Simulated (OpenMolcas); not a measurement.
# HF/pc-1 run of GeH4S (SMILES [SH][GeH3])

Wanted: an optimisation with harmonic vibrations of GeH4S. 

Program for the calculation: OpenMolcas 26.06.

## Step 1: Starting point

GeH4S: 6 atoms, total charge 0, spin state singlet. As SMILES, `[SH][GeH3]`. The shape was changed from the relaxed one by the stated rule. The run starts from this shape.

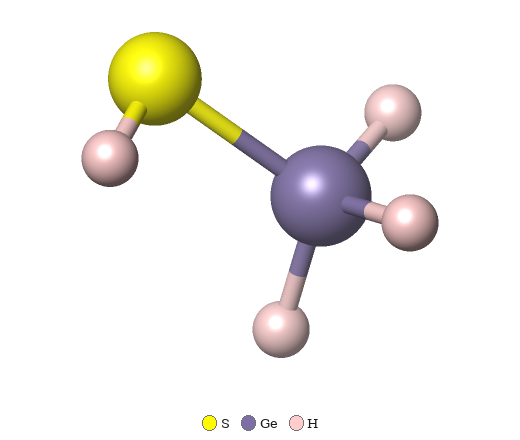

Viewed from a chosen angle; sulfur yellow, germanium purple, hydrogen pink.

## Step 2: An optimisation with harmonic vibrations at HF/pc-1

The input, job.input:

```
* GeH4S Hartree-Fock
&GATEWAY
BasisSet
S.pc-1....
S1 0.835545 -1.069112 1.008915 angstrom
End of Basis
BasisSet
Ge.pc-1....
Ge2 -0.199332 0.528471 -0.121893 angstrom
End of Basis
BasisSet
H.pc-1....
H3 0.635623 -2.008683 0.125429 angstrom
H4 -1.766989 0.225343 -0.333378 angstrom
H5 0.525542 0.726825 -1.592092 angstrom
H6 0.021789 1.763845 0.719424 angstrom
End of Basis
>>> EXPORT MOLCAS_MAXITER=50
>>> Do While
&SEWARD
&SCF
PrOrbitals=1 1
&SLAPAF
>>> EndDo
>>> COPY $Project.Opt.xyz $CurrDir/final.xyz
>>> COPY $Project.slapaf.h5 $CurrDir/final.slapaf.h5
&MCKINLEY
&MCLR
Thermochemistry
1
1.0
298.15
500
End of PT
```

On the command line:

```
$ export MOLCAS_MEM=1860
$ pymolcas job.input > job.log
```

Log:

```text
--- Start Module: gateway ---

                                              &GATEWAY

                       available to each process: 1.9 GB of memory, 1 thread

++    Symmetry information:
      ---------------------

                    Character Table for C1

                             E
                    a        1  x, y, xy, Rz, z, xz, Ry, yz, Rx, I
--

++    Basis set information:
      ----------------------

      Basis set label: S.PC-1.........

      Electronic valence basis set:
      ------------------
      Associated Effective Charge  16.000000 au
      Associated Actual Charge     16.000000 au
      Nuclear Model: Point charge

      Shell  nPrim  nBasis  Cartesian Spherical Contaminant
         s      11       4        X
         p       8       3        X
         d       1       1                 X

      Basis set label: GE.PC-1.........

[... 342 lines left out ...]
 Convergence criterion on step/parameter<=: 3.0E-04
[... 293 lines left out ...]
       +  Value      Threshold Converged? +  Value      Threshold Converged? +
[... 246 lines left out ...]
 * Nuclear coordinates of the final structure / bohr     *
[... 328 lines left out ...]
      Perturbation no:    1 converged in    6 steps.
[... 124 lines left out ...]
      Perturbation no:   14 converged in    5 steps.
[... 420 lines left out ...]
 Thermal contributions to INTERNAL ENERGY:
[... 661 lines left out ...]
      Perturbation no:   10 converged in    6 steps.
[... 344 lines left out ...]
 Thermal contributions to INTERNAL ENERGY:
[... 442 lines left out ...]
            Freq.     i25.31     i5.90      0.02      0.03      0.03      4.39

                         7         8         9        10        11        12

            Freq.     162.65    402.37    551.00    617.22    850.93    913.54

                        13        14        15        16        17        18

            Freq.     946.61    963.82   2250.22   2263.22   2281.26   2866.33

 Masses:
 =======
  32  76   1   1   1   1

 Frequencies:
 ============
                         1         2         3         4         5         6

            Freq.     i25.31     i5.86      0.02      0.03      0.03      4.37

                         7         8         9        10        11        12

            Freq.     162.65    399.93    550.79    616.81    850.53    913.17

                        13        14        15        16        17        18

            Freq.     946.35    963.64   2249.49   2262.63   2280.97   2866.33

--

      The response parameters are written to the file RESP.
--- Stop Module: mclr /rc=_RC_ALL_IS_WELL_ ---
--- Module mclr spent 3 seconds ---

.##################.
.# Happy landing! #.
.##################.

    Timing: Wall=42.34 User=35.34 System=6.90
```

Run time: 43 s. Hardware: 1 thread of Arm Neoverse V1, shared host; peak memory 0.41 GiB.

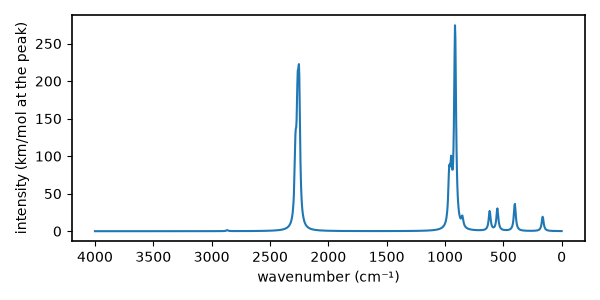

Harmonic infrared spectrum, unscaled, lines broadened by 10 cm⁻¹.

## Step 3: Results

At HF/pc-1:

| quantity | value |
| --- | --- |
| total energy | -2475.11109 Eh |
| dipole moment | 1.81 D |
| HOMO energy | -10.14 eV |
| LUMO energy | 3.22 eV |
| HOMO–LUMO gap | 13.36 eV |
| lowest harmonic wavenumber | 163 cm⁻¹ |
| highest harmonic wavenumber | 2866 cm⁻¹ |
| zero-point energy | 90.1 kJ/mol |
| ideal-gas entropy at 298.15 K and 1 atm (symmetry number 1 as used) | 68.2 cal/(mol K) |

**Reading.** At the final geometry: Bond lengths: S1–Ge2 2.253 Å, S1–H3 1.335 Å, Ge2–H4 1.526 Å, Ge2–H5 1.526 Å, Ge2–H6 1.523 Å. Angles: S1–Ge2–H4 109.9°, S1–Ge2–H5 109.7°, S1–Ge2–H6 104.8°, Ge2–S1–H3 96.6°, H4–Ge2–H5 110.2°, H4–Ge2–H6 111.0°, H5–Ge2–H6 111.1°. All 12 modes are real, so the shape is a minimum at this level. Mulliken charges run from -0.30 on S1 to +0.15 on Ge2; they depend strongly on the basis.
